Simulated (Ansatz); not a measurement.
# CdInCl3 (model cell, started as cubic perovskite with Cd in the octahedra): following an unstable mode, part 2 of 3

Wanted: the energy along a soft mode of CdInCl3 (model cell, started as cubic perovskite with Cd in the octahedra) and the structure at the end.

Ansatz 0.2.0; DFT PBEsol, scalar-relativistic, plane waves, PAW; PAW set soft_1.

So far, highest frequency on the path or at a solved wavevector (cm⁻¹): step 2 (the dispersion) 313. Also lowest frequency on the path (cm⁻¹): step 2 -71.7.

The structure was built from a prototype and need not be the compound's stable phase.

### 5. Energy along the mode, all amplitudes (two of the runs are shown above)

An imaginary frequency means negative curvature, so the energy should fall and then rise again as anharmonic terms take over.

Numbers from this step:

- depth at the lowest point sampled: 22.72 meV/atom
- largest atomic shift at that point: 0.6 Å

Energy from the parent against largest atomic shift:

```csv
largest atomic shift (Å),energy from the parent (meV/atom)
0.000,0
0.040,-0.212
0.080,-0.841
0.140,-2.52
0.220,-5.91
0.320,-11.3
0.450,-18.4
0.600,-22.7
```

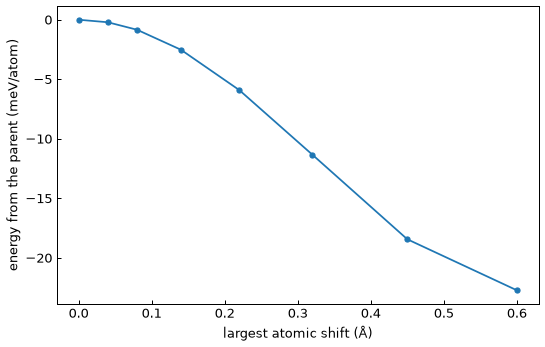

Energy from the parent against largest atomic shift.

Displacement at unit largest shift by atom:

```csv
atom,x (Å),y (Å),z (Å),size
In1,0.00,0.00,0.00,0.00
In2,0.00,0.00,0.00,0.00
Cd3,0.00,0.00,0.00,0.00
Cd4,0.00,0.00,0.00,0.00
Cl5,1.00,0.00,0.00,1.00
Cl6,-1.00,0.00,0.00,1.00
Cl7,0.00,0.00,0.00,0.00
Cl8,0.00,0.00,0.00,0.00
Cl9,0.00,0.00,-1.00,1.00
Cl10,0.00,0.00,1.00,1.00
```

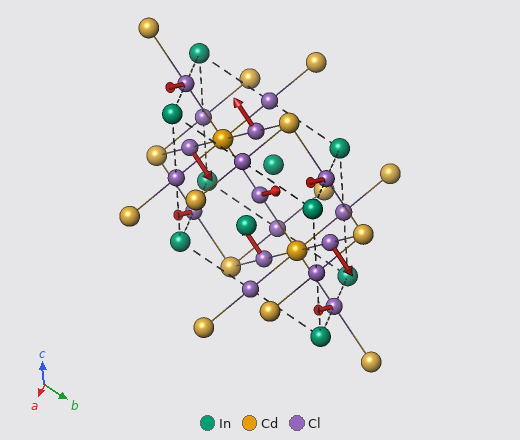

Displacement at unit largest shift as arrows, the longest 1 Å. Some periodic images of atoms are drawn too.

The lowest of the steps tried is the last one, at 0.6 Å, 22.7 meV/atom below the parent; the bottom of the well need not coincide with a step.

### 6. Relaxation from the frozen mode

Starting from the lowest point found, all atoms and the cell are let go, so that strain and other modes of the same symmetry can join in.

The input, input.yaml:

```yaml
crystal:
  lattice:
    - [5.1238010624, 5.1238010624, 0.0]
    - [5.1238010624, 0.0, 5.1238010624]
    - [5.1238010624, 0.0, -5.1238010624]
  atoms:
    - { symbol: In, position: [0.0, 0.0, 0.0] }
    - { symbol: In, position: [0.0, 0.5, 0.5] }
    - { symbol: Cd, position: [0.5, 0.25, 0.75] }
    - { symbol: Cd, position: [0.5, 0.75, 0.25] }
    - { symbol: Cl, position: [0.5, 0.5585502826, 0.5585502826] }
    - { symbol: Cl, position: [0.5, -0.0585502826, -0.0585502826] }
    - { symbol: Cl, position: [0.0, 0.0, 0.5] }
    - { symbol: Cl, position: [0.0, 0.5, 0.0] }
    - { symbol: Cl, position: [0.5, 0.4414497174, 0.0585502826] }
    - { symbol: Cl, position: [0.5, 0.0585502826, 0.4414497174] }
kpoints:
  mp_grid: { grid: [6, 6, 6] }
hamiltonian:
  xc: pbesol
  pseudopotentials: { kind: paw, azcp: { folder: soft_1 }, xc_functional: pbe }
scf:
  occupations: { method: fixed }
output:
  forces: true
  stress: true
  eigenvalues: true
relax:
  adjacent_minimum: "off"
  f_tol: 0.002
  max_steps: 120
  cell: { stress_tol: 0.03 }
```

The run is started by

```bash
$ ansatz run input.yaml --threads 4 --pin off --max-ram 16384MiB --backend cpu --events-out ev --progress --plain --runs-dir out
```

Numbers of over 12 decimals in the logs are rounded to 6 here.

What it wrote:

```text
[...]
Crystal: 10 atoms, lattice volume = 269.034 Å³
Basis set: ecut = 420 eV, 5209 PW (Γ), exchange–correlation on 100×100×100 points (8 copies of the dense FFT grid, shifted against one another)
Bands: 65, of which v1, the nominal top of the filled ones, is band 54 counted from 1 (53 counted from 0)
Symmetry: 16 space group operations
[...]
k-points: 30 of 216
[...]
SCF iter   1: F=—  HF=-33796.458516 eV  |F-HF|=—  |Δ(HF+E_count)|=         —  Δρ=5.23e-2  dr2=8.51e0  ethr=3.10e-3  ⟨swp⟩=4.8  Hψ=6324  notcnv=0  defer=223
[...]
SCF iter   9: F=-33793.185660 eV  HF=-33793.185660 eV  |F-HF|=5.34e-9  |Δ(HF+E_count)|=   4.63e-8  Δρ=1.16e-6  dr2=4.76e-9  ethr=9.26e-11  ⟨swp⟩=4.3  Hψ=5893  notcnv=0
SCF 1 converged in 9 iterations: F = -33793.185660 eV  dr2 = 4.76e-9
[...]
relax step   1: F+E_penalty+E_count = -33793.18565990 eV  Δ(F+E_penalty+E_count) = +0.000e0 eV  max|allowed force component| = 7.482e-3 eV/Å  Δτ_max = 0.0000 Å  P = -0.680 GPa  Ω = 269.034 Å³  (9 SCF iters, dr2 threshold 1.00e-7 eV, accepted)
Crystal: 10 atoms, lattice volume = 263.906 Å³
Basis set: ecut = 420 eV, 5077 PW (Γ), exchange–correlation on 100×100×100 points (8 copies of the dense FFT grid, shifted against one another)
[...]
iter 1 solved again at ethr=4.59e-6 eV; its pass at ethr=3.10e-3 eV (dr2=4.96e-3 eV) is discarded
[...]
SCF iter   5: F=-33793.225299 eV  HF=-33793.225298 eV  |F-HF|=3.30e-7  |Δ(HF+E_count)|=   1.47e-7  Δρ=1.96e-5  dr2=9.67e-7  ethr=9.26e-10  ⟨swp⟩=12.7  Hψ=11941  notcnv=0
SCF 2 converged in 5 iterations: F = -33793.225299 eV  dr2 = 9.67e-7
relax step   2: F+E_penalty+E_count = -33793.22529858 eV  Δ(F+E_penalty+E_count) = -3.964e-2 eV  max|allowed force component| = 1.971e-2 eV/Å  Δτ_max = 0.0237 Å  P = -0.097 GPa  Ω = 263.906 Å³  energy of the carried Pulay correction = +4.753e-4 eV  (5 SCF iters, dr2 threshold 1.00e-6 eV, accepted)
Crystal: 10 atoms, lattice volume = 260.823 Å³
Basis set: ecut = 420 eV, 5125 PW (Γ), exchange–correlation on 100×100×100 points (8 copies of the dense FFT grid, shifted against one another)
[...]
SCF iter   6: F=-33793.250942 eV  HF=-33793.250942 eV  |F-HF|=1.44e-7  |Δ(HF+E_count)|=   3.90e-7  Δρ=1.16e-5  dr2=3.18e-7  ethr=9.15e-10  ⟨swp⟩=14.5  Hψ=11145  notcnv=0
SCF 3 converged in 6 iterations: F = -33793.250942 eV  dr2 = 3.18e-7
relax step   3: F+E_penalty+E_count = -33793.25094211 eV  Δ(F+E_penalty+E_count) = -2.564e-2 eV  max|allowed force component| = 6.811e-4 eV/Å  Δτ_max = 0.0708 Å  P = +0.101 GPa  Ω = 260.823 Å³  energy of the carried Pulay correction = +7.686e-4 eV  (6 SCF iters, dr2 threshold 9.88e-7 eV, accepted)
[...]
relax step   4: F+E_penalty+E_count = -33793.25108186 eV  Δ(F+E_penalty+E_count) = -1.397e-4 eV  max|allowed force component| = 2.029e-3 eV/Å  Δτ_max = 0.0015 Å  P = -0.013 GPa  Ω = 261.597 Å³  energy of the carried Pulay correction = +6.945e-4 eV  (5 SCF iters, dr2 threshold 2.75e-8 eV, accepted)
[...]
relax step   5: F+E_penalty+E_count = -33793.25109630 eV  Δ(F+E_penalty+E_count) = -1.445e-5 eV  max|allowed force component| = 6.091e-4 eV/Å  Δτ_max = 0.0012 Å  P = +0.000 GPa  Ω = 261.528 Å³  energy of the carried Pulay correction = +7.010e-4 eV  (5 SCF iters, dr2 threshold 2.57e-10 eV, accepted)
Basis set: ecut = 420 eV, 5141 PW (Γ), exchange–correlation on 100×96×96 points (8 copies of the dense FFT grid, shifted against one another)
[...]
SCF iter   6: F=-33793.250432 eV  HF=-33793.250432 eV  |F-HF|=7.28e-12  |Δ(HF+E_count)|=  1.60e-10  Δρ=2.38e-8  dr2=2.53e-12  ethr=1.00e-12  ⟨swp⟩=4.0  Hψ=6140  notcnv=0
SCF 6 converged in 6 iterations: F = -33793.250432 eV  dr2 = 2.53e-12
relax step   6: F+E_penalty+E_count = -33793.25043172 eV  Δ(F+E_penalty+E_count) = +6.646e-4 eV  max|allowed force component| = 6.327e-4 eV/Å  Δτ_max = 0.0000 Å  P = -0.001 GPa  Ω = 261.528 Å³  stress off target by 1.38e-3 GPa  SCF on the basis re-selected at this cell (its energy is not comparable with the rows above)  (6 SCF iters)
basis re-selected at this cell: Δ(F+E_penalty+E_count) = +6.646e-4 eV, ΔP = -0.002 GPa vs the last step (what re-selecting the basis moved, of the pressure what is left beyond the Pulay correction that the steps carried, after the strain that the cell walked since its last selection, with what the two solves' SCF thresholds leave and, on support functions, any second-order correction that the steps lacked; it is no measure of the basis error at this ecutwfc). The dense FFT grid was sized anew with the basis: this SCF ran on 50×48×48 points, the steps before it on 50×50×50, so part of this shift can come from that change (see relax.cell in the input reference). [rest of the remark cut]
SCF converged after 6 iterations
Free energy (F): -33793.250432 eV
[...]
Internal energy: -33793.250432 eV  (E = F + TS)
E sigma→0 (E₀):  -33793.250432 eV
Fermi energy:    4.766434 eV
[...]
--- Forces (eV/Å), atoms counted from 1 ---
  atom   1  In     0.00000000     0.00000000    -0.00000000
  atom   2  In     0.00000000    -0.00000000     0.00000000
  atom   3  Cd     0.00000000    -0.00000000     0.00000000
  atom   4  Cd     0.00000000     0.00000000     0.00000000
  atom   5  Cl     0.00063271    -0.00000000    -0.00000000
  atom   6  Cl    -0.00063271     0.00000000     0.00000000
  atom   7  Cl     0.00000000     0.00000000    -0.00000000
  atom   8  Cl    -0.00000000    -0.00000000     0.00000000
  atom   9  Cl     0.00000000     0.00000000    -0.00063271
  atom  10  Cl     0.00000000    -0.00000000     0.00063271
  max |Σ_I F_I| component: 2.17e-19 eV/Å
--- Stress (GPa, compression-positive) ---
       -0.000990       0.000000       0.000000
        0.000000      -0.001378      -0.000000
        0.000000      -0.000000      -0.000990
  P = ⅓ Tr σ = -0.0011 GPa (-0.011 kbar)
--- Band table (eV; the first three rows and the last of 30) ---
  k-point 0: bands = [... 50 lower, 3.5828, 3.8915, 3.9375, 4.2297, 6.3950, 9.9169, 9.9169, 10.0513, ... 7 higher]
  k-point 1: bands = [... 50 lower, 3.7498, 3.7826, 3.8742, 4.2572, 6.6523, 9.4692, 9.5906, 9.8327, ... 7 higher]
  k-point 2: bands = [... 50 lower, 3.4957, 3.5724, 4.2639, 4.3602, 7.3276, 8.7797, 8.8503, 9.3204, ... 7 higher]
  k-point 29: bands = [... 50 lower, 3.3234, 3.8917, 3.9385, 4.6210, 8.3889, 9.0112, 9.1304, 9.1304, ... 7 higher]
--- Relaxed structure (5 steps of the walk, 5 accepted, 1 SCFs on fresh bases) ---
  F+E_penalty+E_count = -33793.25043172 eV   max|allowed force component| = 6.327e-4 eV/Å   (the final SCF, on the basis selected at the relaxed cell)
  cell:  # Å, volume = 261.5282 Å³
    - [4.984531, 5.263079, 0]
    - [4.984531, 0, 4.984531]
    - [4.984531, 0, -4.984531]
  atoms:
    - { symbol: In, position: [0, 0, 0] }
    - { symbol: In, position: [0, 0.5, 0.5] }
    - { symbol: Cd, position: [0.500000, 0.25, 0.75] }
    - { symbol: Cd, position: [0.500000, 0.75, 0.250000] }
    - { symbol: Cl, position: [0.500000, 0.567515, 0.567515] }
    - { symbol: Cl, position: [0.500000, -0.067515, -0.067515] }
    - { symbol: Cl, position: [0, 0.0, 0.5] }
    - { symbol: Cl, position: [0, 0.5, 0.0] }
    - { symbol: Cl, position: [0.500000, 0.432485, 0.067515] }
    - { symbol: Cl, position: [0.500000, 0.067515, 0.432485] }
```

It took 43 s on 4 threads of Arm Neoverse V2, shared host; peak memory 0.94 GiB; 2.8 min of CPU time.

The steps of the relaxation:

```
step  energy less that of the first step (eV)  largest force component (eV/Å)  pressure (GPa)  volume (Å³)
   1                                   0.0000                          0.0075           -0.68       269.03
   2                                  -0.0396                          0.0197           -0.10       263.91
   3                                  -0.0653                          0.0007            0.10       260.82
   4                                  -0.0654                          0.0020           -0.01       261.60
   5                                  -0.0654                          0.0006            0.00       261.53
  6*                                  -0.0648                          0.0006            0.00       261.53
```

Relaxation steps marked * repeat the geometry before them on a plane-wave basis chosen anew for their cell, so energy and pressure can jump there.

Forces are held to the 16 operations that the run works with; a distortion that breaks them can't arise in this run.

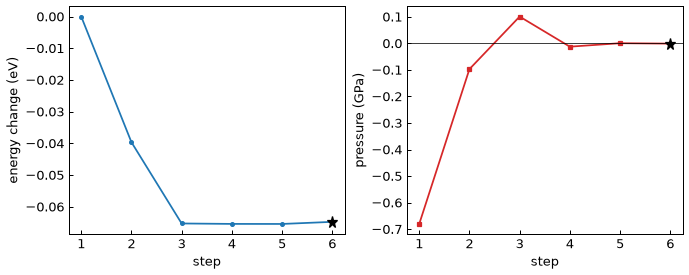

Energy and pressure along the relaxation. Stars mark steps on a basis chosen anew.

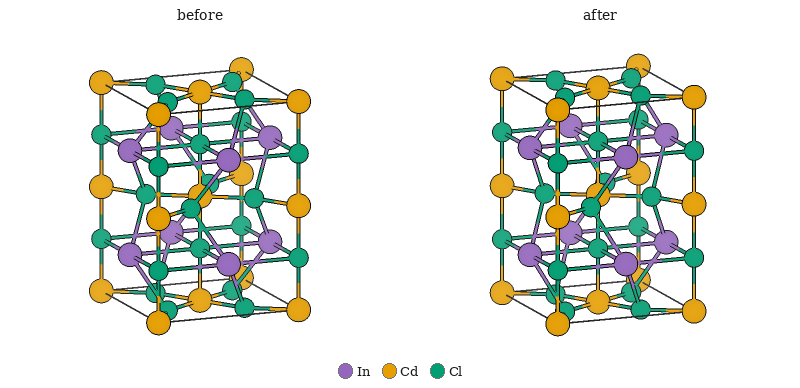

Before and after, at one scale.

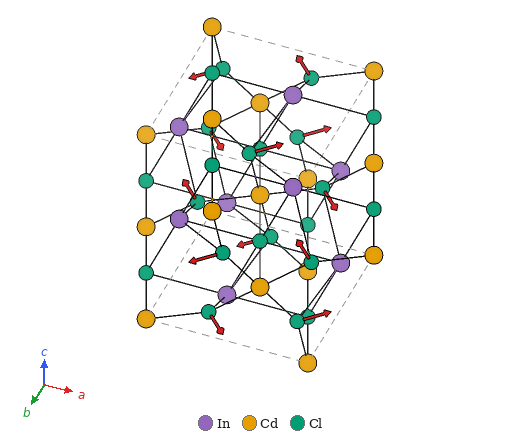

Displacements in the relaxation, exaggerated, measured against the changing cell; the longest in the cell stands for 0.09 Å. Some periodic images of atoms are drawn too.

```
conventional cell, symmetrised  before   after  change
                         a (Å)   7.246   7.049  -2.7 %
                         b (Å)   7.246   7.049  -2.7 %
                         c (Å)  10.248  10.526  +2.7 %
              volume (Å³/atom)   26.90   26.15  -2.8 %
```

The atoms that moved most (Å, as changes of fractional coordinates times the final cell):

| atom | dx | dy | dz | length |
| --- | --- | --- | --- | --- |
| Cl6 | -0.089 | 0.000 | 0.000 | 0.089 |
| Cl9 | 0.000 | 0.000 | -0.089 | 0.089 |
| Cl10 | 0.000 | 0.000 | 0.089 | 0.089 |
| Cl5 | 0.089 | 0.000 | 0.000 | 0.089 |

This step gave:

```
pressure          : -0.001119 GPa
gap on the k-mesh : 1.629 eV
volume per atom   : 26.15 Å³
```

The distorted start has space group I4/mcm; the relaxation ends in I4/mcm.

### 7. The new phase in its own primitive cell

The relaxed structure is symmetrised, reduced to its primitive cell and relaxed tightly, as its phonons need.

input.yaml, the sections that differ from step 6:

```yaml
crystal:
  lattice:
    - [-3.5245954568, 3.5245954568, 5.2630793726]
    - [3.5245954568, -3.5245954568, 5.2630793726]
    - [3.5245954568, 3.5245954568, -5.2630793726]
  atoms:
    - { symbol: In, position: [0.75, 0.25, 0.5] }
    - { symbol: In, position: [0.25, 0.75, 0.5] }
    - { symbol: Cd, position: [0.0, 0.0, 0.0] }
    - { symbol: Cd, position: [0.5, 0.5, 0.0] }
    - { symbol: Cl, position: [0.1824851708, 0.6824851708, 0.8649703416] }
    - { symbol: Cl, position: [0.8175148292, 0.3175148292, 0.1350296584] }
    - { symbol: Cl, position: [0.25, 0.25, 0.0] }
    - { symbol: Cl, position: [0.75, 0.75, 0.0] }
    - { symbol: Cl, position: [0.6824851708, 0.8175148292, 0.5] }
    - { symbol: Cl, position: [0.3175148292, 0.1824851708, 0.5] }
relax:
  adjacent_minimum: "off"
  f_tol: 0.001
  max_steps: 60
  cell: { stress_tol: 0.01 }
# kpoints, hamiltonian, scf, output: as in step 6
```

What it wrote:

```text
[...]
Crystal: 10 atoms, lattice volume = 261.528 Å³
Basis set: ecut = 420 eV, 5141 PW (Γ), exchange–correlation on 100×100×100 points (8 copies of the dense FFT grid, shifted against one another)
Bands: 65, of which v1, the nominal top of the filled ones, is band 54 counted from 1 (53 counted from 0)
Symmetry: 16 space group operations
[...]
k-points: 30 of 216
[...]
- { symbol: In, position: [0.25, 0.75, 0.500000] }
    - { symbol: Cd, position: [0.0, 0.0, 0.0] }
    - { symbol: Cd, position: [0.5, 0.5, 0.0] }
    - { symbol: Cl, position: [0.1824851708, 0.682485, 0.8649703416] }
    - { symbol: Cl, position: [0.8175148292, 0.317515, 0.135030] }
    - { symbol: Cl, position: [0.25, 0.25, 0.0] }
    - { symbol: Cl, position: [0.75, 0.75, 0.0] }
    - { symbol: Cl, position: [0.6824851708, 0.8175148292, 0.5] }
    - { symbol: Cl, position: [0.317515, 0.1824851708, 0.5] }
[key lines of the parts left out:]
SCF converged after 7 iterations
Free energy (F): -33793.250432 eV
Fermi energy:    4.766434 eV
P = ⅓ Tr σ = -0.0011 GPa (-0.011 kbar)
```

Elapsed: 17 s, on 4 threads; peak memory 0.91 GiB; 65 s of CPU time.

Little changed from the start: no atom moved by 0.005 Å and no cell edge by 0.1 %.

This step gave:

```yaml
direct_gap_on_mesh: 2.165 eV
```

The largest force component left is 0.45 meV/Å and the pressure is -0.001 GPa, within the tolerances set. The cell now holds 26.15 Å³/atom.

(Continued in part 3 of 3.)

[Logs are printed without paths, hosts, clocks, repeated set-up lines and the standing remarks that a program may print on its own settings, such as how far it seeks lower states.]

[Hosts, paths, dates, database ids (printed as entryN), source tags and the programs' standing remarks are cut or masked in the printed files.]
